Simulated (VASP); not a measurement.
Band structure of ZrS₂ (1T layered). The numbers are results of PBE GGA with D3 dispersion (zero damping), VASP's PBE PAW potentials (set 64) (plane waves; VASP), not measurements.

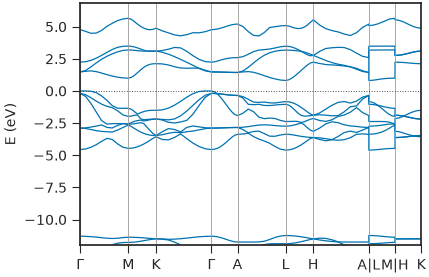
Figure: Bands along high-symmetry lines, zero at the valence-band maximum or, without a gap, the Fermi level

Problem. Read the plot: is there a gap, and where are the band edges?

Solution. The gap is indirect, 0.82 eV, from the valence maximum at Γ-M at 0.11 to the conduction minimum at L. (Edges off the drawn lines would not show.)

Measured: gap 1.70 eV (computed value off by -0.88 eV), as given by Miłosz Rybak et al., Nanomaterials (2022), arXiv:2210.12074.

The compound is ZrS2 in the 1T layered structure. It was relaxed first.
